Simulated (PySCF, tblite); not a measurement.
# C5H15AlBNO2: geometry, infrared bands, NMR shifts and electronic excitations, part 2 of 2

tblite 0.8.0 and PySCF 2.14.0. Atoms count from 0.

**5. Shielding tensors: PBE0/pcSseg-1**

Job settings and geometry (Å):

```
{"job": {"kind": "nmr", "xc": "PBE0", "basis": "pcSseg-1"}, "charge": 0, "multiplicity": 1}
C     -1.842456    -0.918227    -0.502507
N     -0.804458    -0.152398     0.201206
C     -0.623082    -0.676193     1.563479
Al    -1.337089     1.856243     0.327528
C      0.578969     2.362350     0.047680
C      1.353112     1.042838    -0.019762
C      0.482099    -0.106599    -0.560450
B      1.273963    -1.484455    -0.715645
O      2.569826    -1.508578    -1.131672
O      0.670319    -2.677692    -0.466570
H     -1.982834    -0.499191    -1.507777
H     -1.572085    -1.981929    -0.575684
H     -2.792747    -0.817987     0.040978
H     -0.268430    -1.718212     1.540530
H      0.095923    -0.054465     2.113047
H     -1.580482    -0.623306     2.097932
H     -2.294132     2.041890    -0.954807
H     -2.031745     1.975980     1.773164
H      0.652377     2.885457    -0.922247
H      1.018504     3.037965     0.798026
H      1.736776     0.767965     0.978385
H      2.253743     1.124686    -0.659665
H      0.188079     0.184569    -1.589011
H      2.947443    -0.631077    -1.248361
H      1.275084    -3.414358    -0.618032
```

With the program's defaults for keys left out, this is: GIAO PBE0/pcSseg-1 NMR shielding, non-relativistic, gas phase.

The program printed:

```text
coarse grid: 20680 points
cycle   1  E = -671.2533585886  dE =  1.061e+00  |g| = 9.143e-01  |ddm| = 4.282e+00
cycle   2  E = -671.1318619787  dE =  1.215e-01  |g| = 1.240e+00  |ddm| = 1.561e+00
cycle   3  E = -671.4163588602  dE = -2.845e-01  |g| = 8.526e-02  |ddm| = 9.392e-01
cycle   4  E = -671.4176063137  dE = -1.247e-03  |g| = 3.997e-02  |ddm| = 1.047e-01
cycle   5  E = -671.4179895074  dE = -3.832e-04  |g| = 9.366e-03  |ddm| = 4.614e-02
cycle   6  E = -671.4180085233  dE = -1.902e-05  |g| = 3.507e-03  |ddm| = 1.098e-02
cycle   7  E = -671.4180108862  dE = -2.363e-06  |g| = 7.073e-04  |ddm| = 2.562e-03
final grid: 193128 points
cycle   8  E = -671.4931665283  dE = -6.575e-05  |g| = 1.037e-02  |ddm| = 3.981e-02
cycle   9  E = -671.4931495341  dE =  1.699e-05  |g| = 1.367e-02  |ddm| = 1.955e-02
cycle  10  E = -671.4931914283  dE = -4.189e-05  |g| = 1.221e-03  |ddm| = 1.142e-02
cycle  11  E = -671.4931917034  dE = -2.751e-07  |g| = 2.622e-04  |ddm| = 9.567e-04
cycle  12  E = -671.4931917156  dE = -1.218e-08  |g| = 8.435e-05  |ddm| = 2.175e-04
cycle  13  E = -671.4931917167  dE = -1.119e-09  |g| = 3.805e-05  |ddm| = 8.774e-05
cycle  14  E = -671.4931917170  dE = -2.940e-10  |g| = 4.669e-06  |ddm| = 3.227e-05
converged SCF energy = -671.4931917170

GIAO shielding tensors (ppm)
atom      isotropic    diamagn.    paramagn.     s11        s22        s33       span
  0 C      136.588     247.840    -111.252    108.524    121.768    179.473     70.949
  1 N      218.357     320.826    -102.468    190.149    219.077    245.846     55.696
  2 C      144.214     249.652    -105.438    118.230    135.541    178.873     60.643
  3 Al     386.664     796.366    -409.703    365.997    385.547    408.447     42.450
  4 C      182.063     249.185     -67.122    163.678    178.952    203.560     39.881
  5 C      153.519     249.448     -95.929    128.280    160.774    171.504     43.224
  6 C      126.233     257.026    -130.793     98.565    122.950    157.184     58.618
  7 B       70.988     195.849    -124.861     56.310     65.093     91.561     35.251
  8 O      200.524     388.358    -187.833     84.725    246.741    270.107    185.382
  9 O      211.863     388.206    -176.342    118.073    244.591    272.925    154.851
 10 H       28.791      31.162      -2.371     24.637     26.580     35.156     10.519
 11 H       27.814      30.605      -2.791     22.003     28.476     32.962     10.959
 12 H       28.701      30.185      -1.484     24.113     26.099     35.891     11.778
 13 H       28.571      31.528      -2.956     22.890     28.934     33.890     11.000
 14 H       28.862      32.337      -3.476     24.115     27.727     34.744     10.629
 15 H       28.982      31.171      -2.189     24.479     26.602     35.865     11.387
 16 H       27.162      30.718      -3.555     23.870     25.768     31.849      7.979
 17 H       27.118      30.433      -3.315     23.711     25.695     31.948      8.238
 18 H       31.016      30.521       0.495     26.700     27.986     38.361     11.661
 19 H       31.096      29.728       1.368     26.185     27.951     39.152     12.967
 20 H       29.542      33.517      -3.975     25.763     28.965     33.900      8.136
 21 H       29.579      33.332      -3.753     22.415     30.312     36.009     13.594
 22 H       29.233      35.792      -6.558     26.363     28.330     33.008      6.645
 23 H       27.108      33.795      -6.687     19.081     27.691     34.551     15.470
 24 H       27.179      29.069      -1.890     20.902     22.776     37.860     16.958
```

Run time: 2 min. Hardware: 1 thread of Arm Neoverse N1, shared host; peak memory 1.2 GiB.

The references, computed at this level on geometries of the same kind, shield at (ppm): ¹H TMS 31.27, ¹³C TMS 184.4, ¹⁵N NH3 265.7, ¹⁷O H2O 334.6, ¹¹B BF3·OEt2 100.7, ²⁷Al AlH4- 489.3. Their shielding less the atom's gives the shift. The references are single molecules in the gas phase, so shifts against H2O, NH3, PH3, H3PO4 or CFCl3 are not on the usual liquid scales and can be off by tens of ppm. Shifts against hydride references such as AlH4− lie on their own scale. Atoms listed in one row are averaged.

```tsv
atoms	environment	σ (ppm)	δ (ppm)
C6	sp3 CH bonded to B and N	126.2	58.2
C0	methyl carbon bonded to N	136.6	47.8
C2	methyl carbon bonded to N	144.2	40.2
C5	sp3 CH2 in a ring	153.5	30.9
C4	sp3 CH2 bonded to Al	182.1	2.3
H17	hydrogen on an aluminium bonded to C, N, in a 5-membered ring	27.12	4.15
H23, H24	hydrogen on an oxygen bonded to B	27.14	4.12
H16	hydrogen on an aluminium bonded to C, N, in a 5-membered ring	27.16	4.10
H10, H11, H12	hydrogen on a methyl carbon bonded to N	28.44	2.83
H13, H14, H15	hydrogen on a methyl carbon bonded to N	28.80	2.46
H22	hydrogen on an sp3 CH bonded to B and N	29.23	2.03
H20	hydrogen on an sp3 CH2 in a ring	29.54	1.72
H21	hydrogen on an sp3 CH2 in a ring	29.58	1.69
H18	hydrogen on an sp3 CH2 bonded to Al	31.02	0.25
H19	hydrogen on an sp3 CH2 bonded to Al	31.10	0.17
N1	donor nitrogen of a Lewis adduct	218.4	47.3
Al3	aluminium bonded to C, N, 2 H, in a 5-membered ring	386.7	102.6
B7	boron bonded to C, 2 O	71.0	29.7
O8, O9	oxygen bonded to B, H	206.2	128.4
```

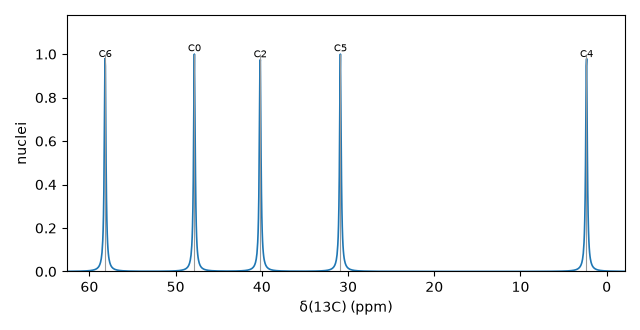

¹³C lines at the computed shifts, without couplings. Lines are broadened to a width of 0.22 ppm (Lorentzian).

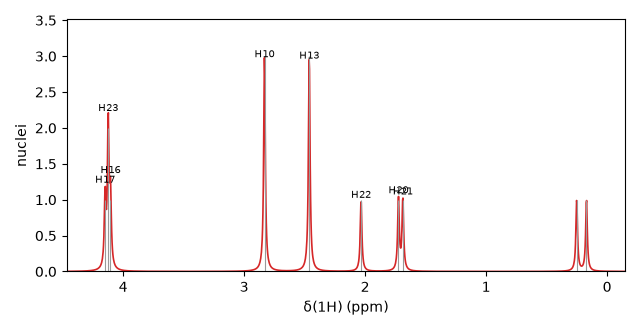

¹H lines at the computed shifts, without couplings. Lines are broadened to a width of 0.02 ppm (Lorentzian).

The run also stored atomic charges by several schemes (e):

```tsv
atoms	Mulliken	IAO	Hirshfeld	ESP fit
C0	-0.09	-0.30	-0.06	-0.43
N1	-0.78	-0.19	-0.02	0.07
C2	-0.10	-0.30	-0.06	-0.51
Al3	0.76	0.58	0.33	0.64
C4	-0.56	-0.62	-0.23	-0.41
C5	-0.23	-0.23	-0.07	-0.13
C6	-0.27	-0.18	-0.05	-0.10
B7	0.62	0.49	0.25	0.62
O8, O9	-0.41	-0.54	-0.24	-0.70
```

Hirshfeld charges:

C0 -0.06; N1 -0.02; C2 -0.06; Al3 0.33; C4 -0.23; C5 -0.07; C6 -0.05; B7 0.25; O8 -0.26; O9 -0.23; H10 0.05; H11 0.04; H12 0.06; H13 0.04; H14 0.05; H15 0.05; H16 -0.20; H17 -0.20; H18 0.02; H19 0.02; H20 0.03; H21 0.03; H22 0.05; H23 0.17; H24 0.18

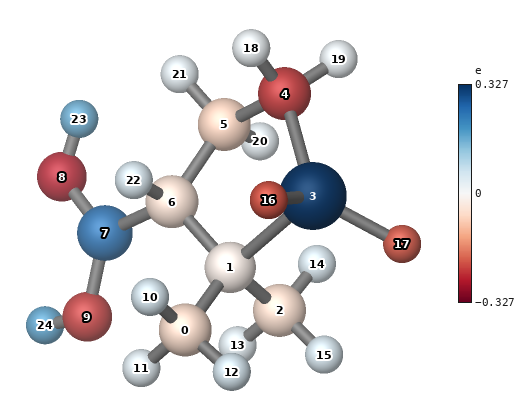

Hirshfeld charges, as colours on the atoms.

Mayer bond orders: C0–N1 0.91, N1–C2 0.90, N1–Al3 0.35, Al3–C4 0.77, C4–C5 1.04, C5–C6 1.02, C6–B7 0.90, B7–O8 1.24, B7–O9 1.21, C6–N1 0.83.

Ring of atoms N1, Al3, C4, C5, C6: NICS(0) -4.5, NICS(1) -3.1, NICS(1)zz -0.7 ppm (means of both faces).

**6. Ultraviolet spectrum: CAM-B3LYP/def2-SVPD**

Settings changed since step 5:

```diff
@@ -1,2 +1,2 @@
-{"job": {"kind": "nmr", "xc": "PBE0", "basis": "pcSseg-1"}, "charge": 0, "multiplicity": 1}
+{"job": {"kind": "uv", "xc": "CAM-B3LYP", "basis": "def2-SVPD", "ip": true}, "charge": 0, "multiplicity": 1}
 C     -1.842456    -0.918227    -0.502507
```

With the program's defaults for keys left out, this is: TDDFT CAM-B3LYP/def2-SVPD, vertical, gas phase, core orbitals frozen in the response.

The program printed:

```text
coarse grid: 20680 points
cycle   1  E = -671.3176518173  dE =  1.255e+00  |g| = 8.793e-01  |ddm| = 1.017e+01
cycle   2  E = -671.2788595167  dE =  3.879e-02  |g| = 1.047e+00  |ddm| = 2.790e+00
cycle   3  E = -671.4784194588  dE = -1.996e-01  |g| = 6.440e-02  |ddm| = 1.223e+00
cycle   4  E = -671.4791573840  dE = -7.379e-04  |g| = 3.478e-02  |ddm| = 1.993e-01
cycle   5  E = -671.4794546663  dE = -2.973e-04  |g| = 7.790e-03  |ddm| = 7.241e-02
cycle   6  E = -671.4794702733  dE = -1.561e-05  |g| = 2.011e-03  |ddm| = 2.053e-02
cycle   7  E = -671.4794710377  dE = -7.644e-07  |g| = 8.038e-04  |ddm| = 4.245e-03
final grid: 193128 points
cycle   8  E = -671.6010391617  dE = -7.155e-05  |g| = 4.341e-03  |ddm| = 1.600e-01
cycle   9  E = -671.6010404256  dE = -1.264e-06  |g| = 3.895e-03  |ddm| = 2.336e-02
cycle  10  E = -671.6010438899  dE = -3.464e-06  |g| = 3.686e-04  |ddm| = 7.843e-03
cycle  11  E = -671.6010439125  dE = -2.259e-08  |g| = 2.428e-04  |ddm| = 1.422e-03
cycle  12  E = -671.6010439248  dE = -1.231e-08  |g| = 3.839e-05  |ddm| = 5.071e-04
cycle  13  E = -671.6010439252  dE = -3.470e-10  |g| = 1.555e-05  |ddm| = 1.180e-04
converged SCF energy = -671.6010439252

Static polarisability (au): isotropic 114.653, principal 100.871 117.054 126.034

Singlet excitations
state   eV       nm        f      main configurations
  1   6.1820    200.6   0.01625   H->L 0.65, H->L+1 0.16, H->L+3 0.11
  2   6.5600    189.0   0.03208   H->L+3 0.51, H->L+2 0.25
  3   6.6946    185.2   0.00906   H-1->L+3 0.59, H-1->L 0.18
  4   7.0200    176.6   0.04101   H-1->L 0.31, H-1->L+2 0.26, H->L+4 0.08
  5   7.0497    175.9   0.04999   H->L+4 0.17, H->L 0.14, H->L+3 0.13
  6   7.2554    170.9   0.02208   H-2->L 0.22, H->L+4 0.17, H->L+1 0.16
  7   7.2994    169.9   0.00835   H-2->L 0.57
  8   7.3273    169.2   0.00677   H->L+2 0.43, H->L+4 0.19, H->L+1 0.16
  9   7.3803    168.0   0.00207   H->L+5 0.48, H->L+4 0.09
 10   7.5152    165.0   0.00799   H-1->L+2 0.20, H->L+5 0.18, H-1->L+4 0.16

Triplet excitations (Tamm-Dancoff, eV): 6.0111 6.2462 6.2590 6.8243
Vertical ionisation energy (delta-SCF) = 8.7963 eV
```

It took 13 min on 1 thread of Arm Neoverse N1, shared host; peak memory 1.9 GiB.

The orbitals next to the gap, with their largest atomic shares:

```tsv
orbital	eV	atoms
HOMO−3	-10.62	C5 20 %, C4 18 %, H20 10 %
HOMO−2	-9.37	N1 35 %, Al3 12 %, C6 9 %
HOMO−1	-8.53	Al3 35 %, H16 28 %, H17 26 %
HOMO	-8.14	C4 41 %, Al3 21 %, C5 9 %
LUMO	0.30	B7 39 %, O9 12 %, O8 12 %
LUMO+1	1.15	O9 22 %, O8 21 %, H24 11 %
LUMO+2	1.34	Al3 49 %, O8 6 %
```

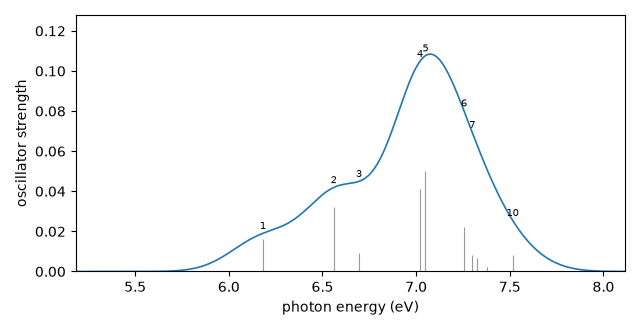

Absorption spectrum from the 10 singlet states computed; above the last one it falls off for lack of states. Lines are broadened to a width of 0.40 eV (Gaussian).

Ground-state properties from the same run:

```tsv
property	computed
dipole moment (D)	4.56
polarisability (Å³)	16.99
HOMO–LUMO gap (eV)	8.44
−ε(HOMO) (eV)	8.14
```

**7. Shielding tensors: HF/pcSseg-1**

Settings changed since step 6:

```diff
@@ -1,2 +1,2 @@
-{"job": {"kind": "uv", "xc": "CAM-B3LYP", "basis": "def2-SVPD", "ip": true}, "charge": 0, "multiplicity": 1}
+{"job": {"kind": "nmr", "xc": "HF", "basis": "pcSseg-1", "pop": false}, "charge": 0, "multiplicity": 1}
 C     -1.842456    -0.918227    -0.502507
```

Level: GIAO HF/pcSseg-1 NMR shielding, non-relativistic, gas phase.

The program printed:

```text
final grid: 193128 points
cycle   1  E = -668.7033313590  dE =  1.915e+00  |g| = 8.074e-01  |ddm| = 4.152e+00
cycle   2  E = -668.8508958158  dE = -1.476e-01  |g| = 4.210e-01  |ddm| = 9.309e-01
cycle   3  E = -668.8844060140  dE = -3.351e-02  |g| = 9.086e-02  |ddm| = 3.218e-01
cycle   4  E = -668.8870023111  dE = -2.596e-03  |g| = 1.696e-02  |ddm| = 1.288e-01
cycle   5  E = -668.8870839723  dE = -8.166e-05  |g| = 4.800e-03  |ddm| = 2.241e-02
cycle   6  E = -668.8870911051  dE = -7.133e-06  |g| = 1.448e-03  |ddm| = 6.879e-03
cycle   7  E = -668.8870918888  dE = -7.837e-07  |g| = 4.392e-04  |ddm| = 2.507e-03
cycle   8  E = -668.8870919665  dE = -7.772e-08  |g| = 1.255e-04  |ddm| = 7.643e-04
cycle   9  E = -668.8870919755  dE = -8.986e-09  |g| = 2.967e-05  |ddm| = 3.153e-04
cycle  10  E = -668.8870919759  dE = -4.479e-10  |g| = 1.153e-05  |ddm| = 6.591e-05
converged SCF energy = -668.8870919759

GIAO shielding tensors (ppm)
atom      isotropic    diamagn.    paramagn.     s11        s22        s33       span
  0 C      147.860     244.604     -96.744    122.441    135.634    185.505     63.064
  1 N      244.285     324.377     -80.092    215.883    248.238    268.735     52.852
  2 C      154.431     246.374     -91.943    132.438    145.948    184.908     52.470
  3 Al     434.257     792.486    -358.230    421.924    436.326    444.520     22.597
  4 C      190.770     248.565     -57.795    173.620    190.232    208.458     34.838
  5 C      165.727     246.254     -80.528    145.228    172.117    179.835     34.607
  6 C      141.433     253.735    -112.302    116.605    137.619    170.075     53.470
  7 B       82.812     193.139    -110.327     66.298     81.759    100.379     34.081
  8 O      228.407     388.580    -160.173    126.012    270.036    289.173    163.161
  9 O      233.975     389.954    -155.979    147.173    269.612    285.142    137.969
 10 H       29.333      30.906      -1.573     24.898     26.863     36.238     11.340
 11 H       28.337      30.343      -2.005     22.128     28.957     33.927     11.799
 12 H       29.305      30.321      -1.017     24.465     26.415     37.034     12.568
 13 H       29.069      31.295      -2.225     23.069     29.257     34.883     11.814
 14 H       29.468      31.973      -2.506     24.359     28.409     35.635     11.276
 15 H       29.437      31.245      -1.807     24.643     26.651     37.019     12.376
 16 H       28.024      30.863      -2.839     24.662     26.457     32.955      8.293
 17 H       27.967      30.603      -2.636     24.475     26.379     33.048      8.573
 18 H       31.703      30.973       0.730     26.999     28.462     39.648     12.649
 19 H       31.729      30.210       1.519     26.407     28.361     40.420     14.013
 20 H       30.366      33.393      -3.026     26.324     29.474     35.301      8.977
 21 H       30.391      33.715      -3.324     23.013     30.853     37.306     14.292
 22 H       30.184      35.492      -5.308     26.955     29.045     34.550      7.595
 23 H       27.557      33.310      -5.752     18.470     27.516     36.686     18.217
 24 H       27.551      29.144      -1.593     19.876     22.903     39.873     19.997
```

It took 58 s on 1 thread of Arm Neoverse N1, shared host; peak memory 1.2 GiB.

This run: δ C6 49.4, C0 43.0, C2 36.4, C5 25.1, H23 4.13, H17 3.72 ppm (means over like atoms).

**8. Run by run: NMR shifts**

Shifts (ppm) of some atoms, chosen among heavy atoms and hydrogens apart, means over like atoms, with basis size and wall time:

```tsv
run	C6	C5	H16	H22	N1	Al3	O8	functions	time
PBE0/pcSseg-1	58.2	30.9	4.10	2.03	47.3	102.6	128.4	252	2 min
HF/pcSseg-1	49.4	25.1	3.66	1.50	21.4	82.0	102.1	252	58 s
```

**9. What came out**

This closing draws on all 2 parts.

| quantity | value |
| --- | --- |
| strongest single infrared mode (GFN2-xTB) | 665 cm⁻¹, 542 km/mol |
| zero-point energy (GFN2-xTB) | 124.9 kcal/mol |
| point group | C1 |
| rotational constants (main isotopes) | 1.69, 0.88, 0.67 GHz |
| ¹³C shifts against TMS (PBE0/pcSseg-1) | 58.2, 47.8, 40.2, 30.9, 2.3 ppm |
| ¹H shifts against TMS (PBE0/pcSseg-1, means over atoms taken as alike) | 4.15, 4.12, 4.10, 2.83, 2.46, 2.03, 1.72, 1.69, 0.25, 0.17 ppm |
| ¹⁵N shifts against NH3 (PBE0/pcSseg-1) | 47.3 ppm |
| ²⁷Al shifts against AlH4- (PBE0/pcSseg-1) | 102.6 ppm |
| ¹¹B shifts against BF3·OEt2 (PBE0/pcSseg-1) | 29.7 ppm |
| ¹⁷O shifts against H2O (PBE0/pcSseg-1, means over atoms taken as alike) | 128.4 ppm |
| lowest singlet (CAM-B3LYP/def2-SVPD) | 6.18 eV (201 nm), f = 0.016 |
| brightest single state of those computed | state 5, 7.05 eV, f = 0.050 |
| lowest triplet | 6.01 eV |
| vertical ionisation energy (ΔSCF) | 8.80 eV |
| range of the shift of O8 | 102.1 to 128.4 ppm |

In words: The optimisation took 168 steps and gained 2.428 eV; among the close pairs (by a distance rule), N1–Al3 changed most, from 1.927 to 2.041 Å (GFN2-xTB). No mode is imaginary among the 69: a minimum at this level. The strongest single mode, at 665 cm⁻¹, is carried by H16, H17, Al3. GFN2-xTB is a fitted tight-binding method: band positions and strengths are rough. Its intensities can rank the bands wrongly. Over 19 steps the energy fell by 0.241 eV; of the close pairs, N1–Al3 changed most, 2.042 to 2.082 Å (PBE0/def2-SVP). No frequency check was run at this level, so the end point may be a saddle. At PBE0/pcSseg-1: The widest tensor belongs to O8, O9: span 170 ppm, with a paramagnetic part of -182 ppm. The first singlet state (HOMO→LUMO 0.65, HOMO→LUMO+1 0.16) lies at 6.18 eV and is weak; of the 10 states computed, the strongest absorption comes from states 4 to 5 together at 7.05 eV. The lowest triplet lies 0.17 eV below the lowest singlet (triplets in Tamm-Dancoff, singlets in full TDDFT). The orbital energy would give 8.14 eV for ionisation, ΔSCF gives 8.80 eV. Across the 2 runs the shift of O8 (with its like atoms) moves most, between 102.1 (HF/pcSseg-1) and 128.4 ppm (PBE0/pcSseg-1).
